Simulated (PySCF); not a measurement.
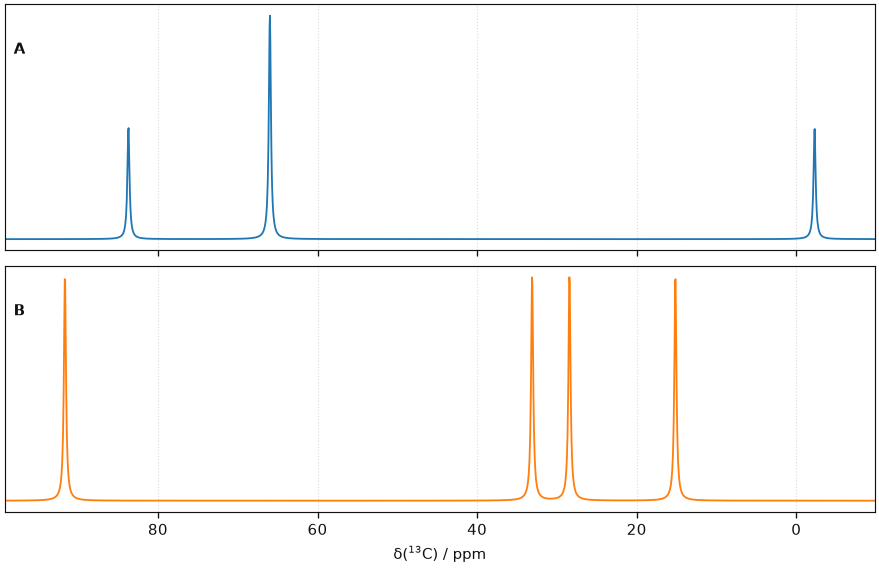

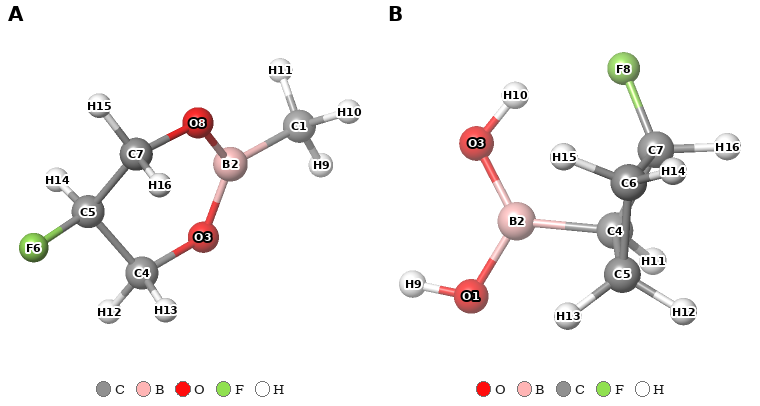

Related molecules: A is C₄H₈BFO₂, SMILES CB1OCC(F)CO1; B is C₄H₈BFO₂, SMILES OB(O)[C@@H]1CC[C@@H]1F. GIAO ¹³C shifts against TMS, PBE0/pcSseg-1 in PySCF 2.14.0, at a PBE0-D3(BJ)/def2-SVP geometry (no frequency check); fully decoupled, line heights follow the number of nuclei within a panel, widths are arbitrary (no quadrupolar broadening); values of one conformer, averaged over nuclei that symmetry, rotation about single bonds or ring flips exchange, these motions taken as fast; other conformers aren't averaged in.

> Assign the ¹³C signals of each molecule.

A: 83.7 (C5); 66.0 (C4, C7); −2.3 (C1)
B: 91.7 (C7); 33.1 (C6); 28.4 (C4); 15.2 (C5)
